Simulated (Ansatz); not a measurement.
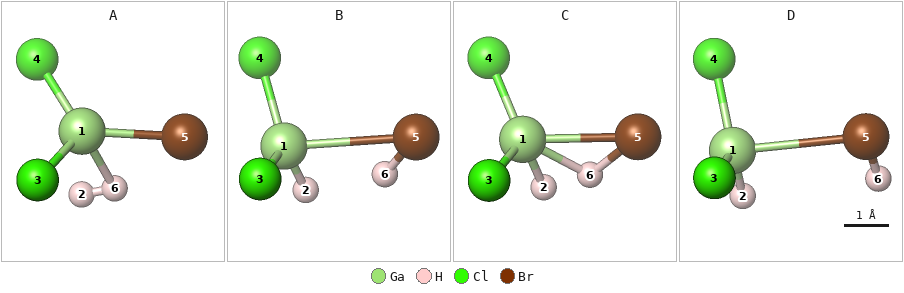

4 geometries from a converged minimum-energy path of GaH₂BrCl₂, made up at the start of GaHCl2 and HBr, shuffled. The picture is a ball-and-stick view, seen from a free direction.

The calculation used RKS B3LYP/def2-SVP (Ansatz). Settings: 9 movable images; climbing image; force threshold 0.05 eV/Å; iteration limit 32; starting path through a guess of the saddle point.

One of them is the converged climbing image. Which?

Answer. C. In order along the path, whose images run from 0 to 10: D (image 0, 0.00 eV), B (image 3, +0.19 eV), C (image 5, +0.65 eV), A (image 7, −0.42 eV). Breaking: Br5–H6 (1.43 → 1.68 at the top → 3.45 Å), Ga1–H2 (1.55 → 1.69 at the top → 2.99 Å). Forming: H2–H6 (3.14 → 1.13 at the top → 0.76 Å).

Cost: 5.1 min on 2 threads of Arm Neoverse V1, on a shared host, peak memory 0.31 GiB.
